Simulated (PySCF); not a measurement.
# PH2 (SMILES [PH2]): levels of theory compared

Aim: a comparison of 3 runs (UCCSD(T)/ccECP-cc-pVDZ, UCCSD(T)/ccECP-aug-cc-pVDZ, UCCSD(T)/ccECP-cc-pVTZ) of PH2. Input form: a Python script.

The results are computed with PySCF 2.14.0.

### Step 1. Starting point

PH2 has 3 atoms, charge 0, and is taken as a doublet. As SMILES, `[PH2]`. Geometry: relaxed at GFN2-xTB.

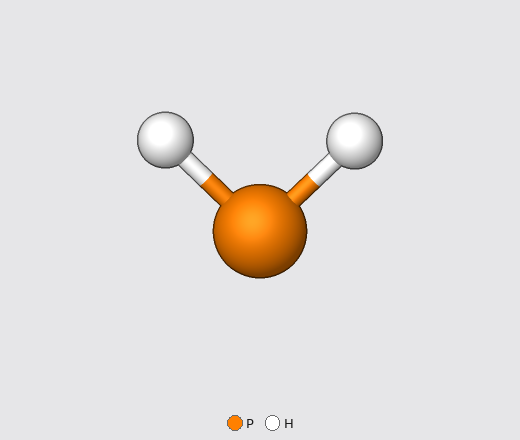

The structure, seen from a chosen angle (phosphorus orange, hydrogen white).

### Step 2. The energy at UCCSD(T)/ccECP-cc-pVDZ (core potential) (run 1)

job.py

```python
from pyscf import gto, cc

mol = gto.Mole()
mol.atom = [
    ('P', (0.514470, -0.302750, 0.252680)),
    ('H', (0.111510, 1.027360, 0.172420)),
    ('H', (-0.625980, -0.724620, -0.425100)),
]
mol.max_memory = 1860
mol.basis = 'ccecp-cc-pvdz'
mol.spin = 1
mol.verbose = 4
mol.charge = 0
mol.ecp = 'ccecp'
mol.build()

mf = mol.UHF()
mf.conv_tol = 1e-10
mf.kernel()
if not mf.converged:
    mf = mf.newton().run(mf.mo_coeff, mf.mo_occ)

mycc = cc.CCSD(mf)
mycc.kernel()
e_t = mycc.ccsd_t()
etot = mycc.e_tot + e_t
print(f'total energy: {etot:.8f} hartree')
```

Command:

```sh
$ OMP_NUM_THREADS=1 python job.py
```

The program printed:

```text
PySCF version 2.14.0

[INPUT] num. atoms = 3
[INPUT] num. electrons = 7
[INPUT] charge = 0
[INPUT] spin (= nelec alpha-beta = 2S) = 1
[INPUT] symmetry False subgroup None
[INPUT] Mole.unit = angstrom
[INPUT] Symbol           X                Y                Z      unit          X                Y                Z       unit  Magmom
[INPUT]  1 P      0.514470000000  -0.302750000000   0.252680000000 AA    0.972207399305  -0.572114584212   0.477495997155 Bohr   0.0
[INPUT]  2 H      0.111510000000   1.027360000000   0.172420000000 AA    0.210723360150   1.941429031333   0.325826578398 Bohr   0.0
[INPUT]  3 H     -0.625980000000  -0.724620000000  -0.425100000000 AA   -1.182930759455  -1.369333344382  -0.803322575553 Bohr   0.0

nuclear repulsion = 4.06680673738212
number of shells = 11
number of NR pGTOs = 73
number of NR cGTOs = 23
basis = ccecp-cc-pvdz
ecp = ccecp

[... 61 lines left out ...]
converged SCF energy = -7.49889384726931  <S^2> = 0.76361115  2S+1 = 2.0135651
[... 11 lines left out ...]
Init t2, MP2 energy = -0.106912747400774
[... 12 lines left out ...]
UCCSD converged
[... 2 lines left out ...]
total energy: -7.63405461 hartree
```

Run time: 1.1 s. Hardware: 1 thread of Arm Neoverse V1, shared host; peak memory 0.13 GiB.

### Step 3. A single-point energy at UCCSD(T)/ccECP-aug-cc-pVDZ (core potential) (run 2)

job.py

```python
from pyscf import gto, cc

mol = gto.Mole()
mol.atom = '''
P      0.972207    -0.572115     0.477496
H      0.210723     1.941429     0.325827
H     -1.182931    -1.369333    -0.803323
'''
mol.verbose = 4
mol.spin = 1
mol.ecp = 'ccecp'
mol.max_memory = 1860
mol.unit = 'bohr'
mol.charge = 0
mol.basis = 'ccecp-aug-cc-pvdz'
mol.build()

mf = mol.UHF()
mf.conv_tol = 1e-10
mf.kernel()
if not mf.converged:
    mf = mf.newton().run(mf.mo_coeff, mf.mo_occ)

mycc = cc.CCSD(mf)
mycc.kernel()
e_t = mycc.ccsd_t()
e_tot = mycc.e_tot + e_t
print('E(%s) = %.9f' % ('CCSD(T)', e_tot))
```

Command:

```sh
$ OMP_NUM_THREADS=1 python job.py
```

The program printed:

```text
PySCF version 2.14.0

[INPUT] num. atoms = 3
[INPUT] num. electrons = 7
[INPUT] charge = 0
[INPUT] spin (= nelec alpha-beta = 2S) = 1
[INPUT] symmetry False subgroup None
[INPUT] Mole.unit = bohr
[INPUT] Symbol           X                Y                Z      unit          X                Y                Z       unit  Magmom
[INPUT]  1 P      0.514469788697  -0.302750220025   0.252680001505 AA    0.972207000000  -0.572115000000   0.477496000000 Bohr   0.0
[INPUT]  2 H      0.111509809417   1.027359983419   0.172420223102 AA    0.210723000000   1.941429000000   0.325827000000 Bohr   0.0
[INPUT]  3 H     -0.625980127291  -0.724619817761  -0.425100224608 AA   -1.182931000000  -1.369333000000  -0.803323000000 Bohr   0.0

nuclear repulsion = 4.0668066162543
number of shells = 18
number of NR pGTOs = 90
number of NR cGTOs = 40
basis = ccecp-aug-cc-pvdz
ecp = ccecp

[... 65 lines left out ...]
converged SCF energy = -7.50545266142575  <S^2> = 0.76744429  2S+1 = 2.0173689
[... 11 lines left out ...]
Init t2, MP2 energy = -0.116525540427936
[... 12 lines left out ...]
UCCSD converged
[... 2 lines left out ...]
E(CCSD(T)) = -7.652742855
```

Wall time 2.4 s (1 thread of Arm Neoverse V1, shared host); peak memory 0.23 GiB.

### Step 4. The energy at UCCSD(T)/ccECP-cc-pVTZ (core potential) (run 3)

job.py

```python
# [PH2]
from pyscf import gto, cc

system = gto.Mole()
system.atom = [
    ('P', (0.514470, -0.302750, 0.252680)),
    ('H', (0.111510, 1.027360, 0.172420)),
    ('H', (-0.625980, -0.724620, -0.425100)),
]
system.ecp = {'P': 'ccecp', 'H': 'ccecp'}
system.max_memory = 1860
system.spin = 1
system.basis = 'ccecp-cc-pvtz'
system.verbose = 4
system.build()

calc0 = system.UHF()
calc0.conv_tol = 1e-10
calc0.kernel()
if not calc0.converged:
    calc0 = calc0.newton().run(calc0.mo_coeff, calc0.mo_occ)

mycc = cc.CCSD(calc0)
mycc.kernel()
e_t = mycc.ccsd_t()
e_tot = mycc.e_tot + e_t
print('E = %.10f Eh' % e_tot)
```

Command:

```sh
$ OMP_NUM_THREADS=1 python job.py
```

The program printed:

```text
PySCF version 2.14.0

[INPUT] num. atoms = 3
[INPUT] num. electrons = 7
[INPUT] charge = 0
[INPUT] spin (= nelec alpha-beta = 2S) = 1
[INPUT] symmetry False subgroup None
[INPUT] Mole.unit = angstrom
[INPUT] Symbol           X                Y                Z      unit          X                Y                Z       unit  Magmom
[INPUT]  1 P      0.514470000000  -0.302750000000   0.252680000000 AA    0.972207399305  -0.572114584212   0.477495997155 Bohr   0.0
[INPUT]  2 H      0.111510000000   1.027360000000   0.172420000000 AA    0.210723360150   1.941429031333   0.325826578398 Bohr   0.0
[INPUT]  3 H     -0.625980000000  -0.724620000000  -0.425100000000 AA   -1.182930759455  -1.369333344382  -0.803322575553 Bohr   0.0

nuclear repulsion = 4.06680673738212
number of shells = 21
number of NR pGTOs = 107
number of NR cGTOs = 57
basis = ccecp-cc-pvtz
ecp = {'P': 'ccecp', 'H': 'ccecp'}

[... 61 lines left out ...]
converged SCF energy = -7.51198993915828  <S^2> = 0.76946241  2S+1 = 2.0193686
[... 11 lines left out ...]
Init t2, MP2 energy = -0.139700676439186
[... 12 lines left out ...]
UCCSD converged
[... 2 lines left out ...]
E = -7.6844499117 Eh
```

It took 6.9 s on 1 thread of Arm Neoverse V1, shared host; peak memory 0.59 GiB.

### Step 5. The series

```
run                                        level  energy (Eh)  dipole moment (D) of the reference  HOMO energy (eV)  LUMO energy (eV)  wall time
  1      UCCSD(T)/ccECP-cc-pVDZ (core potential)    -7.634055                                0.86            -10.20              1.28      1.1 s
  2  UCCSD(T)/ccECP-aug-cc-pVDZ (core potential)    -7.652743                                0.75            -10.24              1.12      2.4 s
  3      UCCSD(T)/ccECP-cc-pVTZ (core potential)    -7.684450                                0.70            -10.23              1.13      6.9 s
```

### Step 6. Outcome

| quantity | value |
| --- | --- |
| run 3: total energy | -7.68445 Eh |
| run 3: dipole moment (Hartree–Fock density) | 0.70 D |
| run 3: HOMO energy (Hartree–Fock orbitals) (highest over α and β) | -10.23 eV |
| run 3: LUMO energy (Hartree–Fock orbitals) (lowest over α and β) | 1.13 eV |
| run 3: correlation energy | -172.5 mEh |
| run 3: (T) correction | -5.63 mEh |
| run 3: ⟨S²⟩ of the reference determinant | 0.769 |
| run 3: T1 diagnostic | 0.015 |

In words: Over the runs the total energy spans 1.371 eV. All runs together took 10 s, the longest 6.9 s.
